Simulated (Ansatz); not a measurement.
# C₅H₁₀ClFSi: geometry at several levels

Wanted for C₅H₁₀ClFSi: geometry at several levels.

Computed with Ansatz 0.2.0 (the levels named in each step, unless a step's input says otherwise).

## Step 1: The structure to begin with

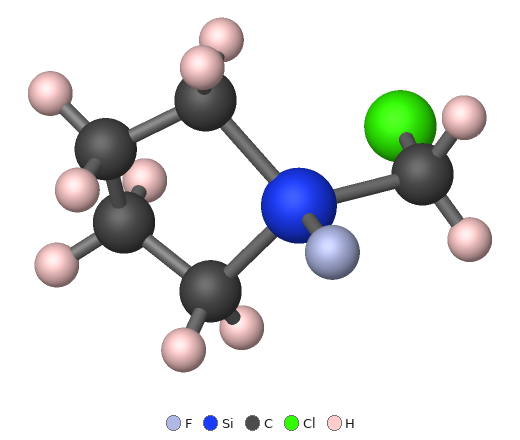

Start, viewed from a chosen angle; fluorine light blue, silicon blue, carbon dark grey, chlorine green, hydrogen pink.

Coordinates:

```xyz
18

F    -0.0522   -0.3008    2.3668
Si   -0.0545   -0.0984    0.7471
C     1.6573    0.6594    0.3860
Cl    1.8628    0.8914   -1.3704
C    -1.5677    0.8701    0.1376
C    -2.4823   -0.2178   -0.4421
C    -1.6084   -1.2579   -1.1414
C    -0.5063   -1.6979   -0.1679
H     1.7842    1.6347    0.8488
H     2.4683    0.0150    0.7153
H    -1.2954    1.5732   -0.6490
H    -2.0810    1.4369    0.9114
H    -3.2140    0.2051   -1.1315
H    -3.0262   -0.7000    0.3724
H    -2.2039   -2.1078   -1.4772
H    -1.1476   -0.8005   -2.0187
H    -0.9030   -2.4324    0.5335
H     0.3105   -2.1758   -0.7037
```

## Step 2: A rough first relaxation, PBE-D4/def2-SVP

The input, input.yaml:

```yaml
crystal:
  periodic: [false, false, false]
  atoms:
    - { symbol: F, position_ang: [-0.05218, -0.30081, 2.36684] }
    - { symbol: Si, position_ang: [-0.0545, -0.09844, 0.74715] }
    - { symbol: C, position_ang: [1.65726, 0.65942, 0.38595] }
    - { symbol: Cl, position_ang: [1.86282, 0.89145, -1.37036] }
    - { symbol: C, position_ang: [-1.56774, 0.8701, 0.13763] }
    - { symbol: C, position_ang: [-2.48228, -0.21783, -0.44211] }
    - { symbol: C, position_ang: [-1.60842, -1.25791, -1.14142] }
    - { symbol: C, position_ang: [-0.50635, -1.69788, -0.1679] }
    - { symbol: H, position_ang: [1.78422, 1.63473, 0.8488] }
    - { symbol: H, position_ang: [2.46833, 0.015, 0.71531] }
    - { symbol: H, position_ang: [-1.2954, 1.57324, -0.64904] }
    - { symbol: H, position_ang: [-2.08104, 1.43687, 0.91138] }
    - { symbol: H, position_ang: [-3.21402, 0.20511, -1.13151] }
    - { symbol: H, position_ang: [-3.02619, -0.70001, 0.37236] }
    - { symbol: H, position_ang: [-2.20394, -2.10784, -1.47718] }
    - { symbol: H, position_ang: [-1.14764, -0.80052, -2.01872] }
    - { symbol: H, position_ang: [-0.90303, -2.43245, 0.53353] }
    - { symbol: H, position_ang: [0.31048, -2.17581, -0.70372] }
basis:
  gaussian: { orbitals: def2-SVP }
hamiltonian:
  xc: pbe
  dispersion: d4
relax:
  f_tol: 0.03
  max_steps: 200
```

The run is started by

```
> ansatz run input.yaml --threads 4 --pin off --max-ram 10240MiB --backend cpu --events-out ev --progress --plain --runs-dir out
```

The log of the run (excerpt; [...] marks lines left out):

```text
Warning: RAYON_NUM_THREADS=4 ignored (pool sized by the plan → 4); use --threads N
[...]
Functional definition: PBE
[...]
1909 factors; their error is unknown
[...]
mean field -28435.98735208 eV, -1045.0032605844 hartree, gradient 3.2e-5 eV, S^2 0.000000; 0 other end points of the search recorded, 0 dependent functions left out
[...]
reference -28435.98739176 eV, -1045.0032620427 hartree; 40, 40 occupied and 130, 130 virtual orbitals, 1909 factors
relax step   1: F+E_penalty+E_count = -28436.49785319 eV  Δ(F+E_penalty+E_count) = +0.000e0 eV  max|allowed force component| = 7.174e-1 eV/Å  Δτ_max = 0.0000 Å  (30 SCF iters, accepted)
[...]
relax step   4: F+E_penalty+E_count = -28436.63784095 eV  Δ(F+E_penalty+E_count) = -1.429e-3 eV  max|allowed force component| = 7.447e-2 eV/Å  Δτ_max = 0.0076 Å  (32 SCF iters, accepted)
[...]
relax step   5: F+E_penalty+E_count = -28436.63798668 eV  Δ(F+E_penalty+E_count) = -1.457e-4 eV  max|allowed force component| = 1.410e-2 eV/Å  Δτ_max = 0.0204 Å  (31 SCF iters, accepted)
1909 factors; their error is unknown
[...]
mean field -28436.12159969 eV, -1045.0081940932 hartree, gradient 1.9e-5 eV, S^2 0.000000; 1 other end points of the search recorded, 0 dependent functions left out
[...]
reference -28436.12163925 eV, -1045.0081955469 hartree; 40, 40 occupied and 130, 130 virtual orbitals, 1909 factors
Total energy: -28436.63802624 eV, -1045.0271724188 hartree
[...]
Atom 1 at    -0.077843    -0.114229     0.772227 Å, force    -0.003515     0.007465     0.000370 eV/Å
Atom 2 at     1.613260     0.649847     0.376435 Å, force    -0.005778    -0.014102    -0.010439 eV/Å
Atom 3 at     1.708382     0.811929    -1.428658 Å, force     0.001023     0.005118     0.008467 eV/Å
Atom 4 at    -1.560546     0.887630     0.168744 Å, force     0.001046    -0.003928     0.001690 eV/Å
Atom 5 at    -2.474175    -0.197511    -0.453188 Å, force    -0.002497     0.000778    -0.000830 eV/Å
Atom 6 at    -1.589811    -1.258430    -1.144940 Å, force     0.000376    -0.000848    -0.001308 eV/Å
Atom 7 at    -0.473213    -1.704715    -0.168296 Å, force     0.006994     0.001212    -0.000988 eV/Å
Atom 8 at     1.752280     1.657297     0.815962 Å, force    -0.001700     0.006759    -0.000067 eV/Å
Atom 9 at     2.457971     0.012031     0.704347 Å, force     0.002906    -0.002472    -0.002743 eV/Å
Atom 10 at    -1.208348     1.594910    -0.613321 Å, force     0.000685    -0.002380     0.000890 eV/Å
Atom 11 at    -2.059315     1.485236     0.957441 Å, force     0.002410    -0.000102    -0.001227 eV/Å
Atom 12 at    -3.211412     0.233959    -1.162466 Å, force     0.000404     0.001738     0.000319 eV/Å
Atom 13 at    -3.065148    -0.687241     0.352743 Å, force     0.001338     0.000627    -0.000943 eV/Å
Atom 14 at    -2.196801    -2.116058    -1.504097 Å, force     0.002260    -0.000249     0.001859 eV/Å
Atom 15 at    -1.118796    -0.802518    -2.043096 Å, force    -0.001237     0.000987     0.000317 eV/Å
Atom 16 at    -0.856994    -2.452001     0.560601 Å, force     0.000136     0.000394    -0.000227 eV/Å
Atom 17 at     0.394048    -2.161889    -0.684348 Å, force    -0.003395     0.000702     0.005325 eV/Å
Dipole moment:    -0.040904     0.006182    -0.048576 e Å
```

It took 21 s on 4 threads of Intel Xeon Platinum 8259CL at 2.50GHz (Skylake/Cascade Lake), shared host; peak memory 0.28 GiB.

Relaxation path:

| step | energy from step 1 (eV) | largest force component (eV/Å) |
| --- | --- | --- |
| 1 | 0.0000 | 0.7174 |
| 2 | -0.1250 | 0.4590 |
| 3 | -0.1386 | 0.1802 |
| 4 | -0.1400 | 0.0745 |
| 5 | -0.1401 | 0.0141 |

Step 1 is the start.

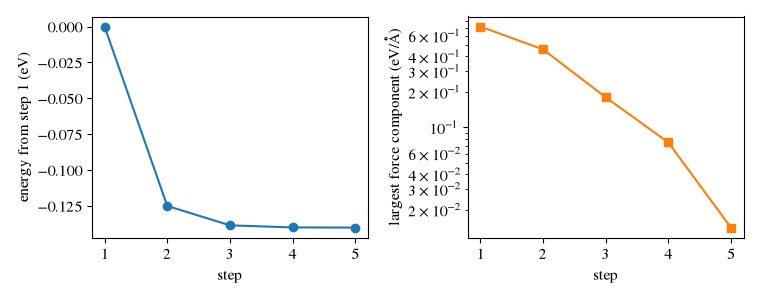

Energy and largest force along the relaxation.

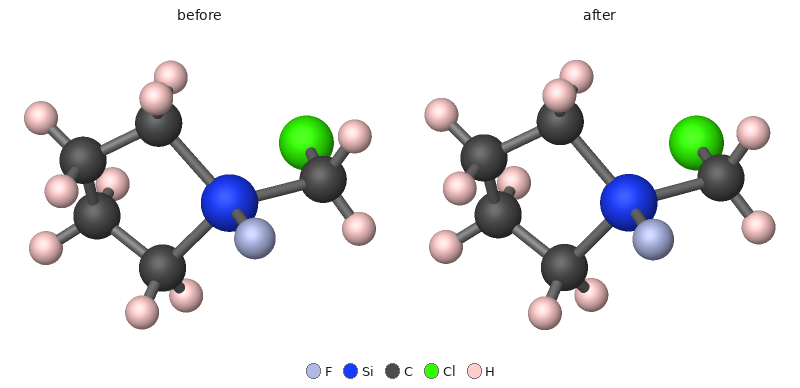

Before and after, at one scale.

Before: Bond lengths (14 of 18 bonds, heavy atoms first): F1–Si2 1.632 Å, Si2–C3 1.907 Å, C3–Cl4 1.783 Å, Si2–C5 1.897 Å, C5–C6 1.535 Å, C6–C7 1.528 Å, Si2–C8 1.897 Å, C7–C8 1.535 Å, C3–H9 1.087 Å, C3–H10 1.087 Å, C5–H11 1.090 Å, C5–H12 1.088 Å, C6–H13 1.091 Å, C6–H14 1.092 Å. Angles (14 of 36 angles, heavy atoms first): F1–Si2–C3 103.7°, F1–Si2–C5 112.5°, F1–Si2–C8 112.0°, C3–Si2–C5 116.9°, C3–Si2–C8 117.2°, C5–Si2–C8 94.9°, Si2–C3–Cl4 110.0°, Si2–C5–C6 103.6°, C5–C6–C7 108.3°, C6–C7–C8 108.4°, Si2–C8–C7 103.6°, Si2–C3–H9 112.4°, Si2–C3–H10 112.1°, Cl4–C3–H9 106.8°.

After: Bond lengths (14 of 18 bonds, heavy atoms first): F1–Si2 1.654 Å, Si2–C3 1.897 Å, C3–Cl4 1.815 Å, Si2–C5 1.888 Å, C5–C6 1.549 Å, C6–C7 1.545 Å, Si2–C8 1.890 Å, C7–C8 1.549 Å, C3–H9 1.108 Å, C3–H10 1.108 Å, C5–H11 1.112 Å, C5–H12 1.108 Å, C6–H13 1.110 Å, C6–H14 1.113 Å. Angles (14 of 36 angles, heavy atoms first): F1–Si2–C3 105.7°, F1–Si2–C5 112.5°, F1–Si2–C8 112.0°, C3–Si2–C5 114.8°, C3–Si2–C8 114.9°, C5–Si2–C8 97.1°, Si2–C3–Cl4 106.9°, Si2–C5–C6 102.7°, C5–C6–C7 108.9°, C6–C7–C8 109.2°, Si2–C8–C7 102.8°, Si2–C3–H9 113.3°, Si2–C3–H10 112.7°, Cl4–C3–H9 107.9°.

## Step 3: Relaxation, HF/STO-3G

The input, input.yaml:

```yaml
crystal:
  periodic: [false, false, false]
  atoms:
    - { symbol: F, position_ang: [-0.09315968, -0.34182748, 2.41089898] }
    - { symbol: Si, position_ang: [-0.07784294, -0.11422867, 0.77222713] }
    - { symbol: C, position_ang: [1.61325975, 0.64984735, 0.37643549] }
    - { symbol: Cl, position_ang: [1.70838215, 0.81192904, -1.42865812] }
    - { symbol: C, position_ang: [-1.56054579, 0.88763002, 0.16874415] }
    - { symbol: C, position_ang: [-2.47417531, -0.19751133, -0.45318827] }
    - { symbol: C, position_ang: [-1.58981128, -1.25843019, -1.14494042] }
    - { symbol: C, position_ang: [-0.47321265, -1.70471516, -0.16829607] }
    - { symbol: H, position_ang: [1.7522799, 1.65729667, 0.81596235] }
    - { symbol: H, position_ang: [2.45797062, 0.01203142, 0.70434686] }
    - { symbol: H, position_ang: [-1.20834776, 1.59491015, -0.61332064] }
    - { symbol: H, position_ang: [-2.05931494, 1.48523581, 0.95744093] }
    - { symbol: H, position_ang: [-3.21141163, 0.23395924, -1.16246609] }
    - { symbol: H, position_ang: [-3.06514774, -0.68724091, 0.35274341] }
    - { symbol: H, position_ang: [-2.19680078, -2.11605784, -1.50409694] }
    - { symbol: H, position_ang: [-1.11879636, -0.80251807, -2.04309615] }
    - { symbol: H, position_ang: [-0.85699368, -2.45200062, 0.56060141] }
    - { symbol: H, position_ang: [0.39404811, -2.16188944, -0.68434801] }
basis:
  gaussian: { orbitals: STO-3G }
hamiltonian:
  xc: hf
relax:
  f_tol: 0.004
  max_steps: 150
```

The run is started by

```
> ansatz run input.yaml --threads 4 --pin off --max-ram 10240MiB --backend cpu --events-out ev --progress --plain --runs-dir out
```

The log of the run (excerpt; [...] marks lines left out):

```text
Warning: RAYON_NUM_THREADS=4 ignored (pool sized by the plan → 4); use --threads N
[...]
Functional definition: HF
[...]
853 factors; integrals over basis functions are off by at most 1.5e-5 eV
[...]
mean field -28059.66601449 eV, -1031.1737065077 hartree, gradient 2.8e-5 eV, S^2 0.000000; 0 other end points of the search recorded, 0 dependent functions left out
[...]
reference -28059.66601449 eV, -1031.1737065077 hartree; 40, 40 occupied and 18, 18 virtual orbitals, 853 factors
relax step   1: F+E_penalty+E_count = -28059.66601449 eV  Δ(F+E_penalty+E_count) = +0.000e0 eV  max|allowed force component| = 1.556e0 eV/Å  Δτ_max = 0.0000 Å  (29 SCF iters, accepted)
[...]
relax step   3: F+E_penalty+E_count = -28059.89189209 eV  Δ(F+E_penalty+E_count) = -2.158e-2 eV  max|allowed force component| = 2.999e-1 eV/Å  Δτ_max = 0.0491 Å  (24 SCF iters, accepted)
[...]
Atom 8 at     1.722560     1.608261     0.813274 Å, force    -0.000347    -0.000548     0.000155 eV/Å
Atom 9 at     2.409153     0.000828     0.653953 Å, force    -0.000376     0.000358    -0.000146 eV/Å
Atom 10 at    -1.229767     1.606005    -0.549696 Å, force     0.000128    -0.000618    -0.000401 eV/Å
Atom 11 at    -2.060938     1.410293     0.975041 Å, force    -0.001021    -0.000414    -0.000703 eV/Å
Atom 12 at    -3.127753     0.272569    -1.207963 Å, force    -0.000856    -0.000133     0.000386 eV/Å
Atom 13 at    -3.092699    -0.637439     0.290362 Å, force     0.000268    -0.000413     0.000080 eV/Å
Atom 14 at    -2.196186    -2.128937    -1.426708 Å, force    -0.000085     0.000102     0.000075 eV/Å
Atom 15 at    -1.132680    -0.871719    -2.031688 Å, force     0.000082     0.000044    -0.000241 eV/Å
Atom 16 at    -0.841953    -2.449925     0.543152 Å, force    -0.000320     0.000068    -0.000213 eV/Å
Atom 17 at     0.376203    -2.118109    -0.664467 Å, force    -0.000155    -0.000185    -0.000038 eV/Å
Dipole moment:    -0.115767    -0.073597     0.309653 e Å
```

Run time: 18 s. Hardware: 4 threads of Intel Xeon Platinum 8259CL at 2.50GHz (Skylake/Cascade Lake), shared host; peak memory 0.16 GiB.

Relaxation path:

| step | energy from step 1 (eV) | largest force component (eV/Å) |
| --- | --- | --- |
| 1 | 0.0000 | 1.5556 |
| 2 | -0.2043 | 0.7698 |
| 3 | -0.2259 | 0.2999 |
| 4 | -0.2280 | 0.0657 |
| 5 | -0.2284 | 0.0234 |
| 6 | -0.2286 | 0.0090 |
| 7 | -0.2272 | 0.1443 |
| 8 | -0.2286 | 0.0041 |
| 9 | -0.2287 | 0.0033 |
| 10 | -0.2287 | 0.0035 |

Step 1 is the start. Step 7 was tried and not accepted.

Before: Bond lengths (14 of 18 bonds, heavy atoms first): F1–Si2 1.654 Å, Si2–C3 1.897 Å, C3–Cl4 1.815 Å, Si2–C5 1.888 Å, C5–C6 1.549 Å, C6–C7 1.545 Å, Si2–C8 1.890 Å, C7–C8 1.549 Å, C3–H9 1.108 Å, C3–H10 1.108 Å, C5–H11 1.112 Å, C5–H12 1.108 Å, C6–H13 1.110 Å, C6–H14 1.113 Å. Angles (14 of 36 angles, heavy atoms first): F1–Si2–C3 105.7°, F1–Si2–C5 112.5°, F1–Si2–C8 112.0°, C3–Si2–C5 114.8°, C3–Si2–C8 114.9°, C5–Si2–C8 97.1°, Si2–C3–Cl4 106.9°, Si2–C5–C6 102.7°, C5–C6–C7 108.9°, C6–C7–C8 109.2°, Si2–C8–C7 102.8°, Si2–C3–H9 113.3°, Si2–C3–H10 112.7°, Cl4–C3–H9 107.9°.

After: Bond lengths (14 of 18 bonds, heavy atoms first): F1–Si2 1.615 Å, Si2–C3 1.880 Å, C3–Cl4 1.821 Å, Si2–C5 1.861 Å, C5–C6 1.551 Å, C6–C7 1.553 Å, Si2–C8 1.861 Å, C7–C8 1.551 Å, C3–H9 1.087 Å, C3–H10 1.087 Å, C5–H11 1.084 Å, C5–H12 1.083 Å, C6–H13 1.088 Å, C6–H14 1.089 Å. Angles (14 of 36 angles, heavy atoms first): F1–Si2–C3 105.8°, F1–Si2–C5 112.9°, F1–Si2–C8 112.7°, C3–Si2–C5 113.8°, C3–Si2–C8 114.1°, C5–Si2–C8 97.7°, Si2–C3–Cl4 111.7°, Si2–C5–C6 103.7°, C5–C6–C7 108.9°, C6–C7–C8 109.0°, Si2–C8–C7 103.8°, Si2–C3–H9 112.2°, Si2–C3–H10 112.1°, Cl4–C3–H9 106.4°.

(Part 1 of 2 ends here.)
